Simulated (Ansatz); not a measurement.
## Electronic structure of CH$_{5}$AlClN (SMILES [CH3][Al]([NH2])[Cl]) in real space

```xyz
9

C    -0.2343    1.3910   -0.5651
Al   -0.2747   -0.5024   -0.0885
N    -1.7763   -1.4167    0.1862
Cl    1.5303   -1.6107    0.1403
H     0.2993    1.5441   -1.5268
H     0.3144    1.9778    0.2015
H    -1.2503    1.8249   -0.6645
H    -1.8200   -2.4070    0.4368
H    -2.7200   -1.0300    0.1164
```

Method: RKS PBE/def2-SVP in Ansatz.

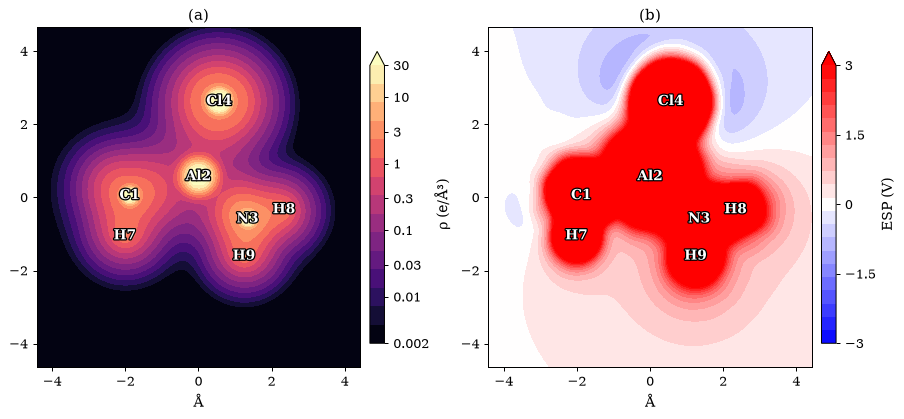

Figure 1. (a) electron density; (b) electrostatic potential on the plane of atoms C1, Al2 and N3.

**Read the bonding off the picture.**

- The plane passes through C, Al, N, Cl and H nuclei.
- Al–N (1.78 Å): the density is about 0.81 e/Å³ at the midpoint.
- C–Al (1.95 Å): the density is about 0.71 e/Å³ at the midpoint.
- Al–Cl (2.13 Å): ρ is about 0.66 e/Å³ halfway.
- N–H (1.02 Å): ρ at the midpoint is about 2.7 e/Å³.
- C–H (1.11 Å): ρ is about 1.8 e/Å³ halfway.
- Outside the dense part of the molecule the potential is most negative (−0.9 V) near Cl4.

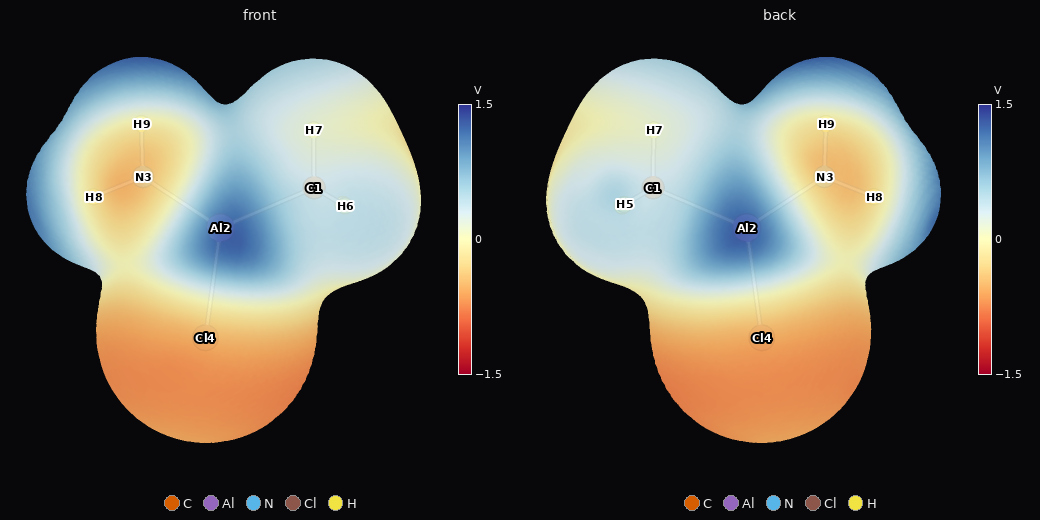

Figure 2. The electrostatic potential painted on the density surface at 0.001 e/bohr³, seen from the front and from behind; the colour scale runs from red (negative) to blue (positive).

**Describe the electrostatic potential map.**

The most negative region (about −0.8 V) lies over Cl4, the most positive (about +1.3 V) over Al2 and H9.

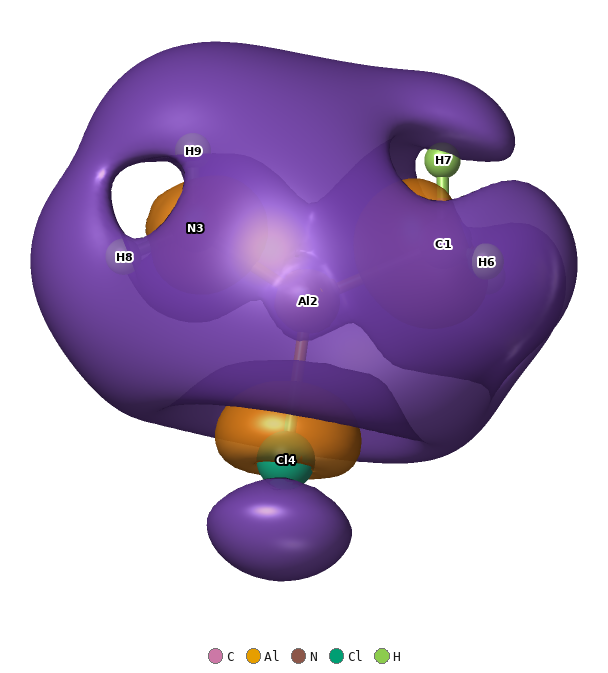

Figure 3. The LUMO at ±0.05 Å⁻³ᐟ² (orange and purple are the two phases), seen across its widest extent.

**Where does this orbital lie, and at what energy?**

By Hirshfeld shares it lies mainly on Al2 (about 45 %), Cl4 (about 10 %), C1 (about 10 %) and N3 (about 10 %). Its energy is −0.57 eV.

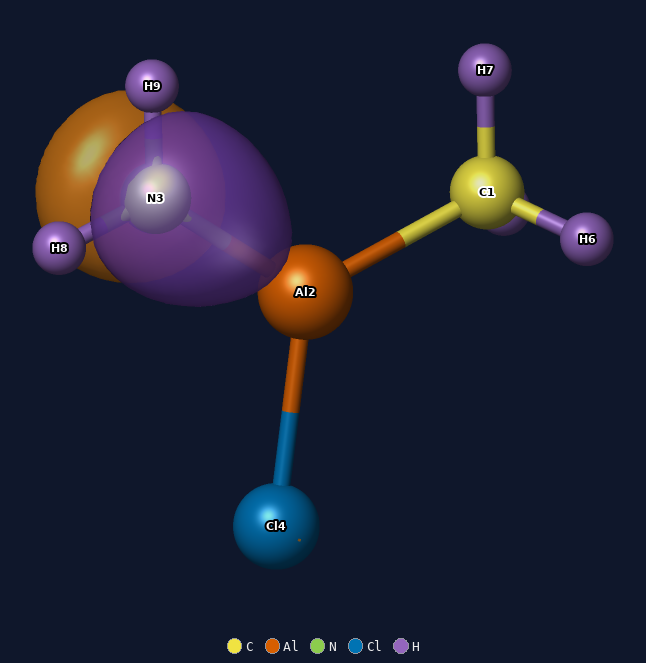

Figure 4. The HOMO at ±0.2 Å⁻³ᐟ² (orange and purple are the two phases), seen at a tilt.

**Where does this orbital lie, and at what energy?**

It lies mainly on N3 (about 70 %); largely a lone pair of N3. Its energy is −5.90 eV.
